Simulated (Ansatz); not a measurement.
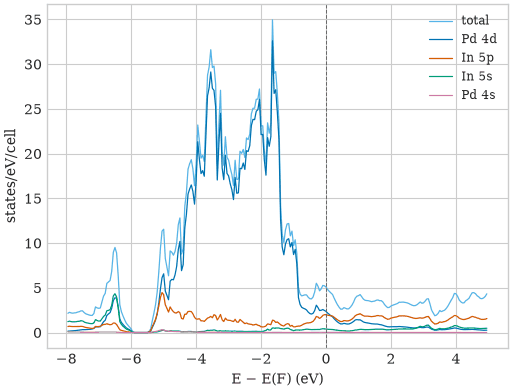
Figure: Total and projected density of states of InPd₂ in space group Pnma (No. 62; In on 4c, Pd on 4c, Pd on 4c), r²SCAN (plane waves, PAW; program Ansatz)

### Question
Which orbitals carry the states next to the Fermi level?

### Answer
Within 0.5 eV of the Fermi level: Pd 4d 47 %, In 5p 38 %, In 5s 8 %, outside the projected shells 5 %. Projections are on Löwdin-orthogonalised atomic valence shells; empty p or d shells of many metals are not among them.

### Question
Where is the tallest occupied peak in this window, and what makes it?

### Answer
Near -1.6 eV, about 35 states/eV per cell; the largest projected share is Pd 4d.

The workflow started from a Materials Project entry (that database holds measured and hypothetical structures alike); the Crystallography Open Database copy checked does not list it. Whether it is the stable phase at ambient conditions was not checked. The cell was relaxed with r²SCAN under the symmetry of its start; whether a distortion lowers the energy is not shown. No spin polarisation was allowed. Spin–orbit coupling is left out wherever it is not named.

Potentials: the later of the program's two PAW sets.
